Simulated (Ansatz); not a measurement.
The reference is NaF in the rock salt structure (space group Fm-3m, No. 225; a = 4.629 Å).

Structures relaxed with Kohn–Sham DFT with the PBEsol functional, run in Ansatz (a program for electronic structure) with PAW and 420 eV plane waves, spin-orbit coupling left out.

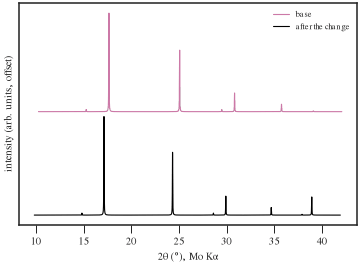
Fig. 1. Simulated powder patterns before (top) and after one change

Problem. What was done to the base?
A) isotropic strain −0.50 %
B) isotropic strain −2.50 %
C) isotropic strain +3.00 %
D) isotropic strain −2.00 %

Solution. C, isotropic strain +3.00 %. Its volume per atom is 13.55 Å³ against 12.40 Å³, and its space group is Fm-3m (No. 225).

Stability against distortions was not tested.
